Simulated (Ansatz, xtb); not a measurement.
Pulling on the Se4–H5 bond in H3InSe (SMILES [SeH][InH2]) (multiplicity 1 held, fragments rigid). Energies count from the point at 1.472 Å.
Geometry at that point (charge 0, multiplicity 1):
```xyz
5

In     0.2234     0.0184    -0.9895
H     -1.0224    -0.5625    -2.0201
H      1.7808     0.6210    -1.3933
Se    -0.3715    -0.0433     1.4710
H      0.9264     0.5136     1.8845
```

R- and RO- levels are restricted; in cc, def2 and unpolarised 6-31G sets they are followed outwards from rest. U- levels take the lowest unrestricted solution at each point, which mixes spins at long bonds. Active spaces are followed from a long bond inwards. Levels need not reach the same state.

Frozen-core correlation. Filled d and f shells under p-block atoms count as core.

Run with Ansatz (Gaussian basis) for Hartree–Fock, density functionals and correlated methods; xtb for the GFN methods.  In def2 rows elements past Kr take small-core potentials, without spin–orbit coupling. The GFN methods have no spin term and hold the electronic entropy of 300 K.

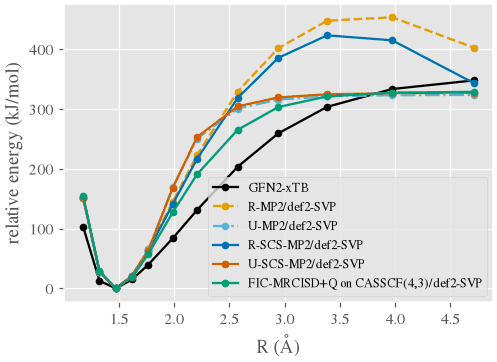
Figure. Relative energy along the coordinate

Task: Read off the FIC-MRCISD+Q on CASSCF(4,3)/def2-SVP curve at R = 2.575.

Result: about 270 kJ/mol

Doubts at one or more of the structures used: a restricted determinant that unrestricted orbitals would lower (R-MP2/def2-SVP, R-SCS-MP2/def2-SVP); a spin-contaminated determinant (U-MP2/def2-SVP, U-SCS-MP2/def2-SVP); active orbitals that take no part (FIC-MRCISD+Q on CASSCF(4,3)/def2-SVP).

Ansatz is a quantum-chemistry and plane-wave program.
